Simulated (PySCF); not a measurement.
# BLYP/def2-TZVP run of CH6AsCu (Cu(AsH3)Me)

Aim: the vertical ionisation energy of CH6AsCu (Cu(AsH3)Me) at BLYP/def2-TZVP, from 2 runs. Input form: a Python script.

The results are computed with PySCF 2.14.0.

**1. Starting point**

The species is CH6AsCu (9 atoms), meant as a singlet with charge 0. SMILES: `[CH3][Cu]<-[AsH3]`. Geometry: a GFN2-xTB relaxation, a rough one for these elements and not checked as a minimum.

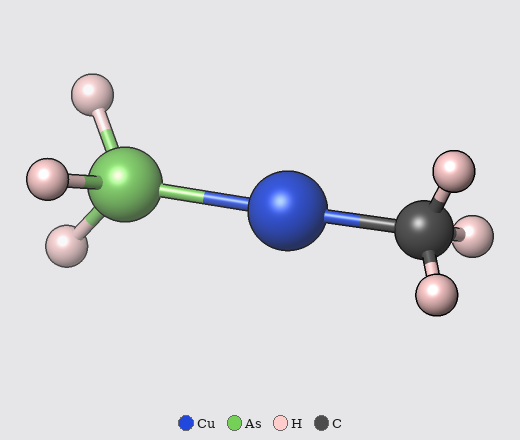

The structure, seen from a chosen angle (copper blue, arsenic green, hydrogen pink, carbon dark grey).

**2. The energy at BLYP/def2-TZVP**

The input, geometry.xyz:

```xyz
9
CH6AsCu
Cu    -0.014390    -0.026230    -0.296590
As    -0.022490    -0.047670     2.064210
H      1.222090    -0.143780     2.864230
H     -0.727810    -1.038110     2.913070
H     -0.525410     1.097870     2.859610
C      0.012160     0.029650    -2.272470
H     -0.983170     0.044180    -2.725340
H      0.518840    -0.825140    -2.729210
H      0.520190     0.909240    -2.677500
```

The input, input.py:

```python
# Cu(AsH3)Me
from pyscf import gto, dft

system = gto.M(
    atom='geometry.xyz',
    spin=0,
    charge=0,
    basis='def2-tzvp',
    max_memory=1860,
    verbose=4,
)

mf = dft.RKS(system)
mf.xc = 'blyp'
mf.conv_tol = 1e-10
mf.grids.level = 2
mf.kernel()
if not mf.converged:
    mf = mf.newton().run(mf.mo_coeff, mf.mo_occ)

e_tot = mf.e_tot
print(f'total energy: {e_tot:.8f} hartree')
```

Started as:

```bash
OMP_NUM_THREADS=1 python input.py
```

Standard output:

```text
PySCF version 2.14.0

[... 60 lines left out ...]
WARN: HOMO -0.684121778856511 == LUMO -0.684036898250332
[... 32 lines left out ...]
converged SCF energy = -3918.23358031298
total energy: -3918.23358031 hartree
```

Wall time 24 s (1 thread of Arm Neoverse V1, shared host); peak memory 1.1 GiB.

**3. The doublet cation**

The input, input.py:

```python
from pyscf import gto, dft

system = gto.M(
    atom='''
Cu    -0.027193    -0.049568    -0.560474
As    -0.042500    -0.090083     3.900792
H      2.309415    -0.271705     5.412610
H     -1.375362    -1.961744     5.504904
H     -0.992881     2.074674     5.403880
C      0.022979     0.056030    -4.294346
H     -1.857922     0.083488    -5.150146
H      0.980466    -1.559289    -5.157459
H      0.983017     1.718215    -5.059742
''',
    spin=1,
    max_memory=1860,
    verbose=3,
    basis='def2-tzvp',
    charge=1,
    unit='bohr',
)

mf = dft.UKS(system, xc='blyp')
mf.conv_tol = 1e-10
mf.grids.level = 2
mf.kernel()
if not mf.converged:
    mf = mf.newton().run(mf.mo_coeff, mf.mo_occ)

etot = mf.e_tot
print('Final energy', etot)
```

Started as:

```bash
OMP_NUM_THREADS=1 python input.py
```

Standard output:

```text
WARN: HOMO -0.011534541230612 >= LUMO -0.0115345412306118

WARN: HOMO -0.513611297363139 >= LUMO -0.513378270561118

WARN: HOMO -0.444687349906793 >= LUMO -0.44498485812966

converged SCF energy = -3917.94070392504  <S^2> = 0.7517386  2S+1 = 2.0017378
Final energy -3917.9407039250364
```

Wall time 47 s (1 thread of Arm Neoverse V1, shared host); peak memory 1.2 GiB.

**4. Results**

Level: BLYP/def2-TZVP.

```
                                          quantity           value
                     singlet CH6AsCu: total energy  -3918.23358 Eh
                    singlet CH6AsCu: dipole moment          4.58 D
                      singlet CH6AsCu: HOMO energy        -4.81 eV
                      singlet CH6AsCu: LUMO energy        -1.19 eV
                    singlet CH6AsCu: HOMO–LUMO gap         3.62 eV
                      doublet cation: total energy  -3917.94070 Eh
doublet cation: HOMO energy (highest over α and β)       -12.10 eV
 doublet cation: LUMO energy (lowest over α and β)       -11.21 eV
                              doublet cation: ⟨S²⟩           0.752
vertical ionisation energy (to the doublet cation)        7.970 eV
```

What this shows: The vertical ionisation energy comes to 7.97 eV (769 kJ/mol). The negative HOMO energy of the first species, 4.81 eV, lies 3.16 eV below that difference.
